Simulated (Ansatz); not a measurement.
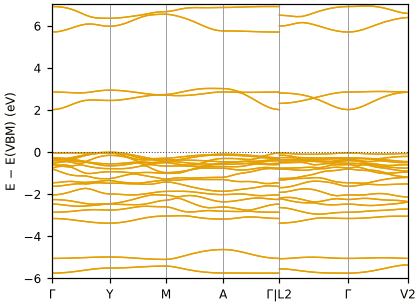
Figure. Band structure from plane-wave PAW LDA with spin–orbit coupling (Ansatz code)

**Question.** Read off the gap and where the band edges lie.

**Answer.** About 2.0 eV (2.02 eV by a search for the band edges); maximum at Y, minimum at Γ.

The material is TlCl3 in space group C2/m (No. 12; Tl on 4g, Cl on 8j, Cl on 4i).

The workflow started from a Materials Project entry (that database holds measured and hypothetical structures alike); the Crystallography Open Database copy checked does not list it. Whether it is the stable phase at ambient conditions was not checked. The LDA relaxation kept the symmetry of its start; its stability against distortions is not shown here. A crystal of weakly bound layers computed without a dispersion correction: the cell and the soft elastic constants depend strongly on that.

Potentials: the later of the program's two PAW sets.
